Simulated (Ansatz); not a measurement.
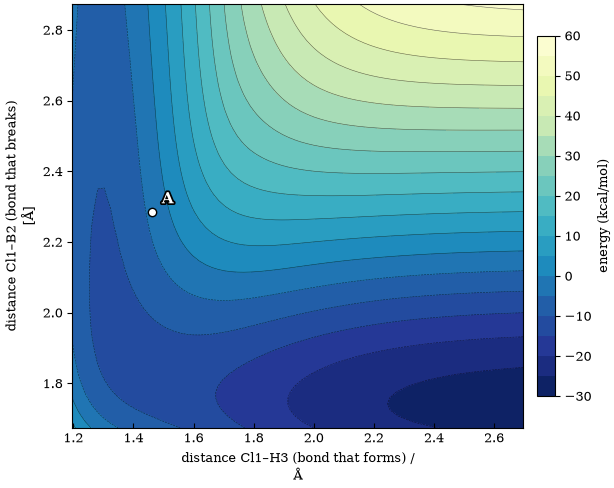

The reacting system BClH₃ (fragments BClH₂ + H where the first distance is long, ClH + BH₂ where the second is long), spin multiplicity 2. Coordinates scanned: (1) distance Cl1–H3 (bond that forms); (2) distance Cl1–B2 (bond that breaks). Relaxed at each point: all other coordinates. Grid: 13 × 13 points. Points are written as (first, second). Energies: kcal/mol, counted from a guessed transition structure relaxed with its forming and breaking bonds held. These are results of UKS PBE0-D4/def2-SVP (Ansatz), not measurements.

The picture shows filled contours, the point A. Between grid points the surface is interpolated.

Question: Is A at rest? If not, where is it pushed?

Answer: A, at (1.462 Å, 2.286 Å), is not a stationary point. The computed force is 63 kcal/mol for each Å towards smaller values of the first coordinate and 14 kcal/mol for each Å towards smaller values of the second coordinate.
